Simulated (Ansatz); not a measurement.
**AlBH6Si2: rigid scan of one bond length from a Python script**

How does the energy of AlBH6Si2 change as one bond is stretched? A script is to give a rigid scan of one bond length; the system is AlBH6Si2.

Program: the Python package of Ansatz 0.2.0. Level of theory: r2SCAN/def2-SVP. These are calculated values, not measurements.

## (1) The system

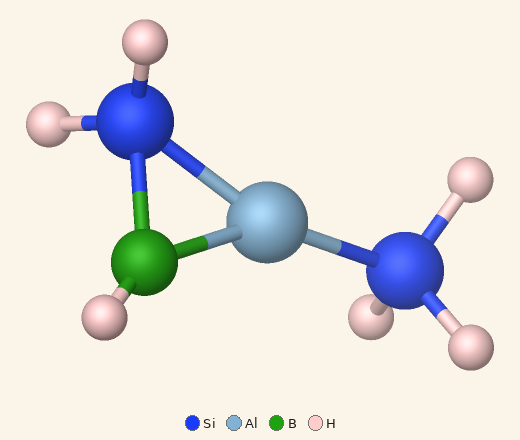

The starting structure, viewed from a chosen angle; silicon blue, aluminium light blue, boron green, hydrogen pink.

The script holds or builds the structure itself.

## (2) The code

albh6si2.py

```python
"""Stretching a bond of AlBH6Si2, the rest held rigid."""

import ansatz as az
import matplotlib.pyplot as plt
import numpy as np

GEOMETRY = """
Si   -1.53160    1.21680   -1.28390
Al    0.02650   -0.06070   -0.18550
B     0.62950   -1.96600    0.65130
Si    1.72350   -0.33560    1.21760
H    -2.18850    0.47130   -2.39790
H    -2.61980    1.68720   -0.34120
H    -0.90370    2.45790   -1.85300
H     0.51830   -3.11140    0.77480
H     1.39540   -0.01240    2.67580
H     3.03350   -0.39830    0.74500
"""

mol = az.Crystal.molecule()
for line in GEOMETRY.strip().splitlines():
    symbol, *xyz = line.split()
    mol = mol.atom(symbol, [float(v) for v in xyz])

symbols = [site.symbol for site in mol.cartesian_sites]
start = np.array([site.position_ang for site in mol.cartesian_sites])
axis = (start[6] - start[0]) / np.linalg.norm(start[6] - start[0])
moving = [6]
lengths, energies = [1.322, 1.383, 1.443, 1.503, 1.563, 1.623, 1.683, 1.773], []
for length in lengths:
    xyz = start.copy()
    xyz[moving] += (length - np.linalg.norm(start[6] - start[0])) * axis
    point = az.Crystal.molecule()
    for symbol, place in zip(symbols, xyz):
        point = point.atom(symbol, place.tolist())
    base = (
        point.calculation()
        .basis(gaussian="def2-SVP")  # the orbital basis, by name
        .functional("r2scan")
    )
    r = base.run().report
    energies.append(r["free_energy_ev"])
    print(f"r = {length:6.3f} A  E = {energies[-1]:.5f} eV  <S^2> = {abs(r['mean_field']['state']['spin_squared']):.3f}")

# quartic fit about the minimum
fit = np.polynomial.Polynomial.fit(lengths, np.array(energies) - min(energies), 4).convert()
roots = [r.real for r in fit.deriv().roots() if abs(r.imag) < 1e-9 and fit.deriv(2)(r.real) > 0]
r_e = min(roots, key=lambda r: abs(r - lengths[int(np.argmin(energies))]))
print(f"minimum of the fit at {r_e:.4f} A, force constant {fit.deriv(2)(r_e):.2f} eV/A^2")
plt.figure(figsize=(4.5, 3))
plt.plot(lengths, np.array(energies) - min(energies), "o-")
plt.xlabel("bond length (A)")
plt.ylabel("E - E(min) (eV)")
plt.tight_layout()
plt.savefig("scan.png", dpi=100)
```

## (3) Running it

On the command line:

```
$ python albh6si2.py
```

Log:

```text
r =  1.322 A  E = -23111.49618 eV  <S^2> = 0.000
r =  1.383 A  E = -23111.71409 eV  <S^2> = 0.000
r =  1.443 A  E = -23111.82486 eV  <S^2> = 0.000
r =  1.503 A  E = -23111.85603 eV  <S^2> = 0.000
r =  1.563 A  E = -23111.82598 eV  <S^2> = 0.000
r =  1.623 A  E = -23111.74936 eV  <S^2> = 0.000
r =  1.683 A  E = -23111.63774 eV  <S^2> = 0.000
r =  1.773 A  E = -23111.42415 eV  <S^2> = 0.000
minimum of the fit at 1.5007 A, force constant 17.19 eV/A^2
```

Wall time 46 s (1 thread of Arm Neoverse V1, shared host); peak memory 0.26 GiB.

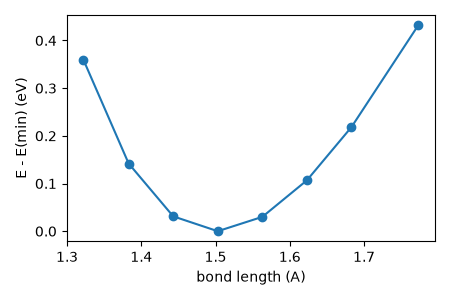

The script's own figure, scan.png.

Lines on the test bed's own set-up are left out of the output.

## (4) The runs side by side

The 8 runs, in the order started:

| run | distance (Å) | energy from run 4 (eV) | SCF cycles | CPU time (s) |
| --- | --- | --- | --- | --- |
| 1 | 1.32 | 0.3599 | 19 | 5.9 |
| 2 | 1.38 | 0.1419 | 19 | 5.9 |
| 3 | 1.44 | 0.0312 | 17 | 5.4 |
| 4 | 1.50 | 0.0000 | 17 | 5.4 |
| 5 | 1.56 | 0.0300 | 17 | 5.4 |
| 6 | 1.62 | 0.1067 | 17 | 5.4 |
| 7 | 1.68 | 0.2183 | 17 | 5.4 |
| 8 | 1.77 | 0.4319 | 18 | 5.9 |

## (5) Summary of results

```
                        quantity     value
bond length at the fit's minimum  1.5007 Å
                   runs compared         8
                 range of energy  0.432 eV
      lowest point, distance (Å)      1.50
```

**Reading.** The lowest point, at 1.50, lies inside the range. The ends stand 0.36 and 0.432 eV above it. The distance scanned is the script's pair 0, 6. Reading the output:
- The rest of the molecule is held rigid at a force-field or estimated start geometry, and the basis set is modest; single-reference methods fail as a bond breaks.
- The orbitals are restricted, so S² is zero by construction.
